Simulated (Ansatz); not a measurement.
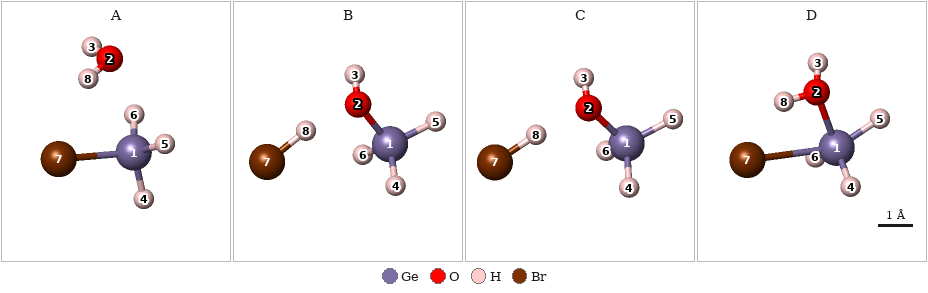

4 geometries from a converged minimum-energy path of GeH$_{5}$OBr, shuffled. The picture is a ball-and-stick view, seen at a tilt.

These are results of Ansatz 0.2.0, RKS B3LYP-D4/def2-SVP, not measurements. Settings: 7 movable images; climbing image; force threshold 0.03 eV/Å; iteration limit 47; starting path through a guess of the saddle point.

Which of them lies highest in energy?

Answer. D. In order along the path, whose images run from 0 to 8: C (image 0, 0.00 eV), B (image 1, +0.01 eV), D (image 4, +0.51 eV), A (image 8, −0.41 eV). Breaking: Br7–H8 (1.46 → 2.06 at the top → 2.71 Å), Ge1–O2 (1.82 → 2.07 at the top → 3.15 Å). Forming: Ge1–Br7 (4.14 → 2.80 at the top → 2.35 Å), O2–H8 (1.76 → 1.02 at the top → 0.97 Å).

Cost: 9.3 min on 2 threads of Intel(R) Xeon(R) Platinum 8259CL CPU @ 2.50GHz (Skylake/Cascade Lake), on a shared host, peak memory 0.29 GiB.
